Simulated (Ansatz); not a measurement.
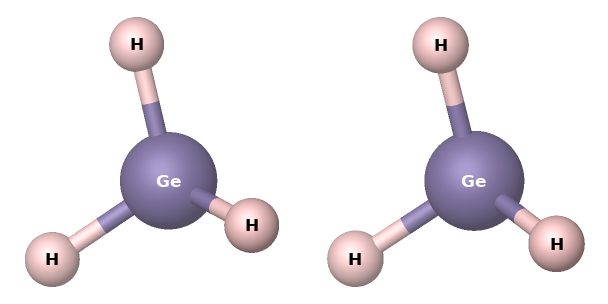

The same structure drawn twice, from different directions.

The species is neutral and a spin doublet. The geometry was computed by an optimisation with PBE0-D4/def2-TZVP.

Identify the structure.

Formula GeH3. This geometry has C3v symmetry. It is an open-shell species. Coordination: 1 Ge trigonal pyramidal.

More results for the same structure follow; atom numbers are the same in all pictures, views and colours differ.

### Electronic properties

Properties computed with UKS BLYP-D4/def2-TZVPP (Ansatz 0.2.0).

Question: What is the ⟨S²⟩ of the determinant?

Answer: 0.751.

### Thermal motion

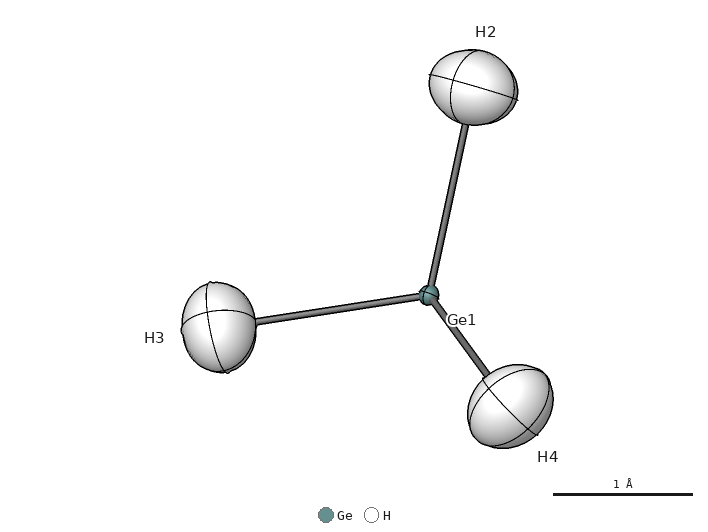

Displacement ellipsoids at the 50 % level, enlarged 2 times, from the internal vibrations of the free molecule (harmonic, no overall translation or rotation; no half-axis is drawn under 0.075 Å). Vibrations computed with UKS PBE0-D4/def2-TZVP (Ansatz 0.2.0). Temperature: 298 K.

Give the displacement parameters, one line for each set of equivalent atoms.

```csv
atom,U_eq (Å²),rms amplitudes (Å)
Ge1,< 0.00001,"0.003, 0.003, 0.004"
"H2, H3, H4",0.0098,"0.088, 0.097, 0.110"
```

### Charges

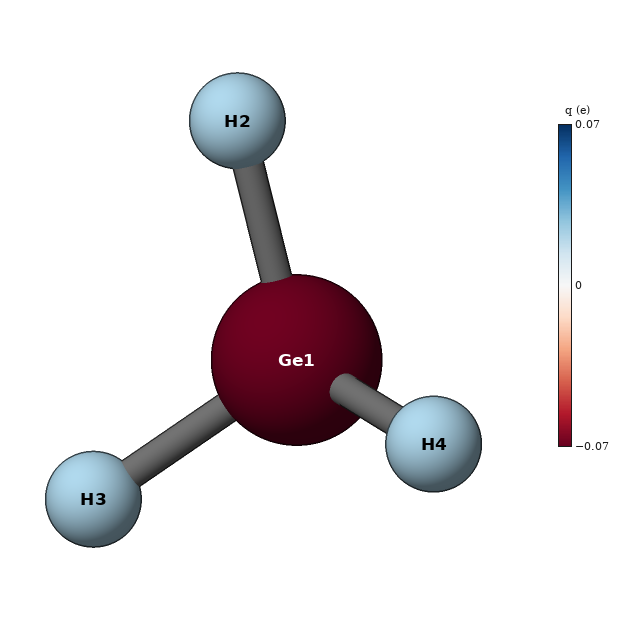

Atoms are coloured by their Mulliken charges. Method: UKS PBE0-D4/def2-TZVP (Ansatz 0.2.0).

List the Mulliken charges.

| atom | value (e) |
| --- | --- |
| Ge1 | −0.07 |
| H2 | 0.02 |
| H3 | 0.02 |
| H4 | 0.02 |

Mulliken values depend strongly on the basis set and can even reverse the polarity of a bond.
